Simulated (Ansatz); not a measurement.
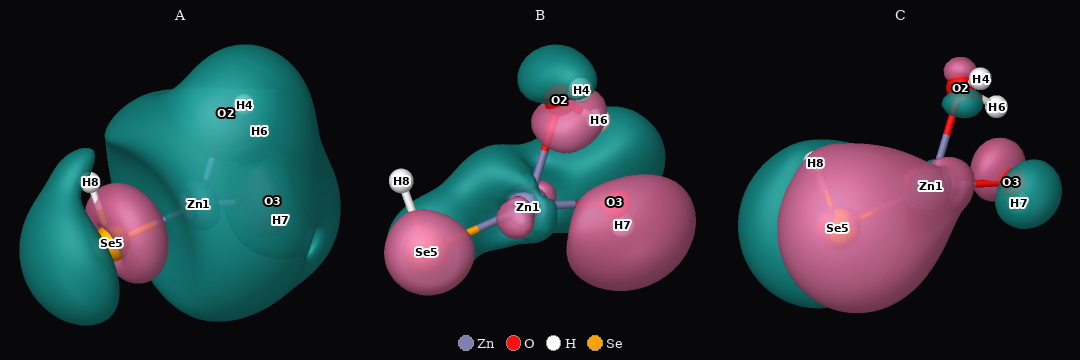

H$_{4}$O$_{2}$SeZn. Three frontier orbitals at ±0.05 Å⁻³ᐟ² (teal and pink are the two phases), in no order.

Level of theory: Ansatz 0.2.0, RKS PBE/def2-SVP.

Input

```
crystal:
  periodic: [false, false, false]
  atoms:
    - { symbol: Zn, position_ang: [-0.686541, -0.437482, -1.051452] }
    - { symbol: O, position_ang: [-0.470155, -1.755674, 0.232082] }
    - { symbol: O, position_ang: [-0.879983, 0.662268, -2.439886] }
    - { symbol: H, position_ang: [0.494641, -0.189258, 1.552764] }
    - { symbol: Se, position_ang: [0.990342, 1.204793, 1.829142] }
    - { symbol: H, position_ang: [-1.304163, -1.847978, 0.73303] }
    - { symbol: H, position_ang: [-0.496048, 1.536587, -2.230656] }
    - { symbol: H, position_ang: [2.351907, 0.826644, 1.374976] }
basis:
  gaussian: { orbitals: def2-SVP }
hamiltonian:
  xc: pbe
relax:
  f_tol: 0.03
  max_steps: 50
output:
  orbitals: {}
```

Run with:

```sh
ansatz run input.yaml --threads 2 --pin off --max-ram 3072MiB --backend cpu --events-out ev --progress --plain --runs-dir out
```

The fields are those of the run's last geometry, not of the input's.

Question: Which picture is the HOMO−1, the HOMO and the LUMO?

Answer: B is the HOMO−1 (−6.18 eV). Its weight (Hirshfeld) is mainly on O3 (about 75 %) and Zn1 (about 10 %); largely a lone pair of O3. C is the HOMO (−5.25 eV). Its weight (Hirshfeld) is mainly on Se5 (about 85 %) and Zn1 (about 10 %); largely a lone pair of Se5. A is the LUMO (−1.25 eV). Its weight (Hirshfeld) is mainly on Zn1 (about 40 %), Se5 (about 20 %), O3 (about 10 %), H4 (about 5 %), O2 (about 5 %) and H7 (about 5 %).

Question: What is the HOMO–LUMO gap?

Answer: 4.00 eV between the orbital energies.
